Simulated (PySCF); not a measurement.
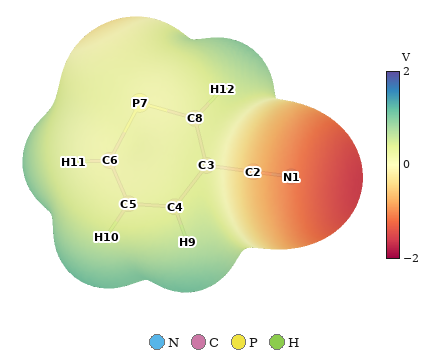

C6H4NP. The electrostatic potential painted on the density surface at 0.001 e/bohr³, seen at a tilt; the colour scale runs from red (negative) to blue (positive).

Geometry: GFN2-xTB.

These are results of CAM-B3LYP/def2-SVPD, SCF density, gas phase in PySCF, not measurements.

```xyz
12

N     3.3310   -1.0396   -0.2968
C     2.2645   -0.6343   -0.1871
C     0.9488   -0.1240   -0.0506
C    -0.1221   -1.0059   -0.1992
C    -1.4360   -0.5881   -0.0832
C    -1.8008    0.7153    0.1866
P    -0.7104    2.0461    0.4256
C     0.8040    1.2303    0.2240
H     0.0909   -2.0437   -0.4115
H    -2.2170   -1.3264   -0.2115
H    -2.8568    0.9449    0.2583
H     1.7050    1.8248    0.3193
```

### Describe the electrostatic potential map.

The most negative region (about −1.6 V, or −37 kcal/mol for a unit charge) lies over N1, the most positive (about +1.1 V, or +25 kcal/mol for a unit charge) over H9, H10 and H11. N1 is the likeliest acceptor of a hydrogen bond.

### What dipole moment does the calculation give?

Its dipole moment is 4.02 D.
